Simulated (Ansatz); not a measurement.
System: C2H8ClGaSe (SMILES [CH3][Ga-]([CH3])([Cl])[SeH2+]).

Input file:

```
crystal:
  periodic: [false, false, false]
  atoms:
    - {symbol: C, position_ang: [-1.932996, 0.413385, 0.264469]}
    - {symbol: Ga, position_ang: [-0.187510, -0.219365, -0.384964]}
    - {symbol: C, position_ang: [0.839869, -1.811059, 0.144015]}
    - {symbol: Cl, position_ang: [0.267016, 0.458367, -2.438140]}
    - {symbol: Se, position_ang: [1.425581, 1.726597, 0.806400]}
    - {symbol: H, position_ang: [-1.999746, 0.364628, 1.353502]}
    - {symbol: H, position_ang: [-2.121208, 1.438376, -0.058920]}
    - {symbol: H, position_ang: [-2.724986, -0.215930, -0.149564]}
    - {symbol: H, position_ang: [1.863307, -1.757003, -0.230505]}
    - {symbol: H, position_ang: [0.375963, -2.702619, -0.285667]}
    - {symbol: H, position_ang: [0.862760, -1.933789, 1.229019]}
    - {symbol: H, position_ang: [2.494485, 1.448595, -0.160596]}
    - {symbol: H, position_ang: [0.858067, 2.755016, -0.074048]}
basis:
  gaussian: {orbitals: def2-TZVPP}
hamiltonian: {xc: pbe0, dispersion: d4}
output: {orbitals: {seedname: orbitals}}
```

Launched as:

```sh
ansatz run in.yaml --threads 4 --pin off --events-out ev --progress --plain --max-ram 11315MiB
```

Geometry: PBE0-D4/def2-TZVP.

All numbers below come from RKS PBE0-D4/def2-TZVPP in Ansatz.

What can the converged electron density and electron localisation function tell about the bonding?

C–Ga (1.97 Å): ρ is about 0.78 e/Å³ halfway; the ELF peaks at about 0.90 in the valence shell of C, 0.7 Å from its nucleus, and is about 0.60 at the midpoint.
Ga–Se (2.79 Å): ρ at the midpoint is about 0.28 e/Å³, with its minimum of 0.23 e/Å³ about 1.2 Å from Ga; the ELF peaks at about 0.90 between the atoms.
C–H (1.09 Å): ρ at the midpoint is about 1.9 e/Å³; the ELF climbs to about 1 towards the hydrogen, as it does in any bond to H: a covalent bond by its length.

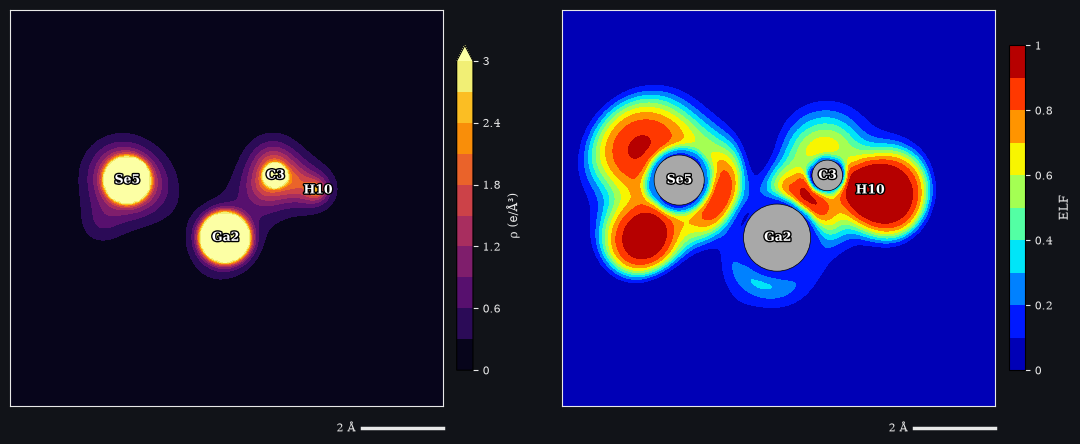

Computed electron density and electron localisation function on the plane of atoms C3, Ga2 and Se5, in this order. Grey discs cover the atomic cores in the ELF map. 
